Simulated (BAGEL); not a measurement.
# B4H4S (closo-2-SB4 (no H on S)): PBE0/cc-pVDZ (density fitting with qzvpp-jkfit)

What is the energy change on altering one bond length of B4H4S (closo-2-SB4 (no H on S)) at PBE0/cc-pVDZ (density fitting with qzvpp-jkfit)? 

Program for the calculation: BAGEL 1.2.2.

## 1. The structure to begin with

B4H4S: 9 atoms, total charge 0, spin state singlet. The coordinates come from a GFN2-xTB relaxation.

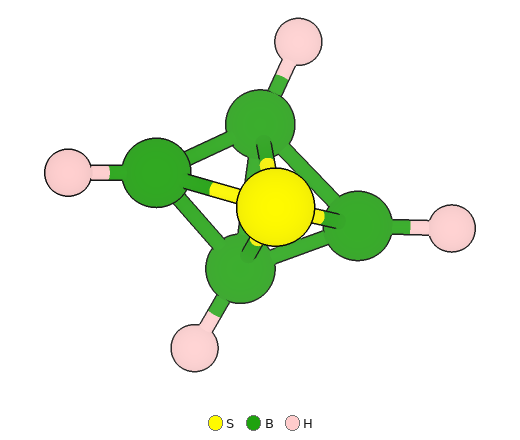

Viewed from a chosen angle; sulfur yellow, boron green, hydrogen pink.

## 2. The energy at PBE0/cc-pVDZ (density fitting with qzvpp-jkfit)

dft.json reads:

```json
{ "bagel": [

{
  "title": "molecule",
  "basis": "cc-pvdz.json",
  "df_basis": "qzvpp-jkfit",
  "angstrom": "true",
  "geometry": [
    { "atom": "S", "xyz": [    0.170330,    0.890170,    1.087390 ] },
    { "atom": "B", "xyz": [    0.705950,   -0.687720,   -0.069610 ] },
    { "atom": "B", "xyz": [    0.848420,    0.763630,   -0.654850 ] },
    { "atom": "B", "xyz": [   -0.828940,   -0.662070,    0.777800 ] },
    { "atom": "B", "xyz": [   -0.801470,    0.182200,   -0.547960 ] },
    { "atom": "H", "xyz": [    1.353070,   -1.608690,    0.224670 ] },
    { "atom": "H", "xyz": [    1.378160,    1.650680,   -1.190670 ] },
    { "atom": "H", "xyz": [   -1.308740,   -1.284880,    1.636060 ] },
    { "atom": "H", "xyz": [   -1.516780,    0.756690,   -1.262820 ] }
  ]
},
{ "title": "ks", "xc_func": "pbe0" },
{ "title": "print", "file": "orbitals.molden", "orbitals": "true" }

]}
```

The basis set cc-pVDZ is read from a file made from the Basis Set Exchange's data (not shown).

The run is started by

```console
$ BAGEL_NUM_THREADS=1 BAGEL dft.json > dft.out
```

What it wrote:

```text
* using 1 threads per process

  ===============================================================
  ===============================================================

  *** Geometry ***

  { "atom" : "S", "xyz" : [      0.321877,      1.682178,      2.054869 ] },
  { "atom" : "B", "xyz" : [      1.334052,     -1.299602,     -0.131544 ] },
  { "atom" : "B", "xyz" : [      1.603281,      1.443052,     -1.237487 ] },
  { "atom" : "B", "xyz" : [     -1.566470,     -1.251131,      1.469829 ] },
  { "atom" : "B", "xyz" : [     -1.514559,      0.344308,     -1.035494 ] },
  { "atom" : "H", "xyz" : [      2.556932,     -3.039984,      0.424565 ] },
  { "atom" : "H", "xyz" : [      2.604345,      3.119333,     -2.250040 ] },
  { "atom" : "H", "xyz" : [     -2.473160,     -2.428071,      3.091705 ] },
  { "atom" : "H", "xyz" : [     -2.866299,      1.429937,     -2.386384 ] },

  Number of auxiliary basis functions:      500

  Since a DF basis is specified, we compute 2- and 3-index integrals:
    o Being stored without compression. Storage requirement is 0.035 GB

  Number of basis functions:       94
  Number of electrons      :       40

    * METHOD: MOLECULE                             0.28

  *** Kohn-Sham DFT ***

    * Removing 20643 points whose weight is below 1.00e-10
    * Grid points: 113511

  === Nuclear Repulsion ===
   164.7381944425

       - DIIS with orbital gradients will be used.

  === KS iteration (pbe0 / cc-pvdz.json) ===
      0       -465.21836283          0.11359671           0.42
      1       -478.76668029          0.11858727           0.42
      2       -462.35783366          0.13842652           0.42
      3       -493.86681634          0.08038634           0.43
      4       -496.62441150          0.07731815           0.42
      5       -497.38854344          0.06588209           0.42
      6       -497.91623642          0.05595769           0.42
      7       -498.84103431          0.03928923           0.43
      8       -499.68044643          0.00391703           0.42
      9       -499.68887754          0.00119478           0.42
     10       -499.68954312          0.00027031           0.42
     11       -499.68955959          0.00021112           0.42
     12       -499.68958305          0.00003190           0.42
     13       -499.68958353          0.00001861           0.42
     14       -499.68958373          0.00000347           0.43
     15       -499.68958374          0.00000125           0.43
     16       -499.68958374          0.00000047           0.42
     17       -499.68958374          0.00000022           0.42
     18       -499.68958374          0.00000012           0.41
     19       -499.68958374          0.00000003           0.41
     20       -499.68958374          0.00000002           0.41
     21       -499.68958374          0.00000001           0.42
    * SCF iteration converged.

    * Permanent dipole moment:
           (   -0.035884,    -0.194062,    -0.237546) a.u.

    * METHOD: KS                                   9.91

    * METHOD: PRINT                                0.02

  ===============================================================
```

Run time: 11 s. Hardware: 1 thread of Arm Neoverse V2, shared host; peak memory 0.48 GiB.

## 3. The distorted shape at the same level

calc.json reads:

```json
{ "bagel": [

{
  "title": "molecule",
  "basis": "cc-pvdz.json",
  "df_basis": "qzvpp-jkfit",
  "angstrom": true,
  "geometry": [
    { "atom": "S", "xyz": [       0.410238,       1.201585,       0.658246 ] },
    { "atom": "B", "xyz": [       0.945858,      -0.376305,      -0.498754 ] },
    { "atom": "B", "xyz": [       1.088328,       1.075045,      -1.083994 ] },
    { "atom": "B", "xyz": [      -0.589032,      -0.350655,       0.348656 ] },
    { "atom": "B", "xyz": [      -0.561562,       0.493615,      -0.977104 ] },
    { "atom": "H", "xyz": [       1.592978,      -1.297275,      -0.204474 ] },
    { "atom": "H", "xyz": [       1.618068,       1.962095,      -1.619814 ] },
    { "atom": "H", "xyz": [      -1.308740,      -1.284880,       1.636060 ] },
    { "atom": "H", "xyz": [      -1.276872,       1.068105,      -1.691964 ] }
  ]
},

{ "title": "ks", "xc_func": "pbe0" },

{ "title": "print", "file": "orbitals.molden", "orbitals": true }

]}
```

The basis set cc-pVDZ is read from a file made from the Basis Set Exchange's data (not shown).

The run is started by

```console
$ BAGEL_NUM_THREADS=1 BAGEL calc.json > calc.out
```

What it wrote:

```text
* using 1 threads per process

  ===============================================================
  ===============================================================

  *** Geometry ***

  { "atom" : "S", "xyz" : [      0.775237,      2.270667,      1.243905 ] },
  { "atom" : "B", "xyz" : [      1.787413,     -0.711113,     -0.942508 ] },
  { "atom" : "B", "xyz" : [      2.056642,      2.031541,     -2.048452 ] },
  { "atom" : "B", "xyz" : [     -1.113109,     -0.662642,      0.658864 ] },
  { "atom" : "B", "xyz" : [     -1.061198,      0.932797,     -1.846459 ] },
  { "atom" : "H", "xyz" : [      3.010292,     -2.451494,     -0.386400 ] },
  { "atom" : "H", "xyz" : [      3.057705,      3.707822,     -3.061005 ] },
  { "atom" : "H", "xyz" : [     -2.473160,     -2.428071,      3.091705 ] },
  { "atom" : "H", "xyz" : [     -2.412938,      2.018426,     -3.197349 ] },

  Number of auxiliary basis functions:      500

  Since a DF basis is specified, we compute 2- and 3-index integrals:
    o Being stored without compression. Storage requirement is 0.035 GB

  Number of basis functions:       94
  Number of electrons      :       40

    * METHOD: MOLECULE                             0.28

  *** Kohn-Sham DFT ***

    * Removing 20146 points whose weight is below 1.00e-10
    * Grid points: 114008

  === Nuclear Repulsion ===
   163.0175152066

       - DIIS with orbital gradients will be used.

  === KS iteration (pbe0 / cc-pvdz.json) ===
      0       -465.19844756          0.11341127           0.43
      1       -478.65461485          0.11635923           0.43
      2       -462.84561161          0.13675767           0.43
      3       -493.56091763          0.08096402           0.44
      4       -496.47944710          0.07714173           0.44
      5       -497.37272906          0.06461046           0.44
      6       -497.79061398          0.05660428           0.44
      7       -498.52596134          0.04607152           0.44
      8       -499.60445070          0.00583023           0.44
      9       -499.61094464          0.00482731           0.45
     10       -499.62254770          0.00138598           0.44
     11       -499.62350181          0.00018412           0.44
     12       -499.62351697          0.00010807           0.44
     13       -499.62352346          0.00004165           0.44
     14       -499.62352444          0.00001202           0.44
     15       -499.62352449          0.00000766           0.44
     16       -499.62352453          0.00000278           0.44
     17       -499.62352453          0.00000071           0.44
     18       -499.62352453          0.00000032           0.44
     19       -499.62352453          0.00000017           0.44
     20       -499.62352453          0.00000008           0.44
     21       -499.62352453          0.00000002           0.44
     22       -499.62352453          0.00000001           0.44
     23       -499.62352453          0.00000001           0.44
    * SCF iteration converged.

    * Permanent dipole moment:
           (   -0.183810,    -0.362081,    -0.063187) a.u.

    * METHOD: KS                                  11.18

    * METHOD: PRINT                                0.02

  ===============================================================
```

Run time: 12 s. Hardware: 1 thread of Arm Neoverse V2, shared host; peak memory 0.49 GiB.

## 4. Summary of results

Level: PBE0/cc-pVDZ (density fitting with qzvpp-jkfit).

| quantity | value |
| --- | --- |
| first shape: total energy | -499.68958 Eh |
| first shape: dipole moment | 0.78 D |
| first shape: HOMO energy | -7.24 eV |
| first shape: LUMO energy | -2.14 eV |
| first shape: HOMO–LUMO gap | 5.10 eV |
| distorted shape: total energy | -499.62352 Eh |
| distorted shape: dipole moment | 1.04 D |
| distorted shape: HOMO energy | -7.43 eV |
| distorted shape: LUMO energy | -2.31 eV |
| distorted shape: HOMO–LUMO gap | 5.11 eV |
| energy change with the B4–H8 bond stretched from 1.164 to 1.746 Å | 1.798 eV |

With the B4–H8 bond stretched from 1.164 to 1.746 Å the energy rises by 1.80 eV (41 kcal/mol). The first shape isn't relaxed at this level, so the change isn't measured from a minimum.
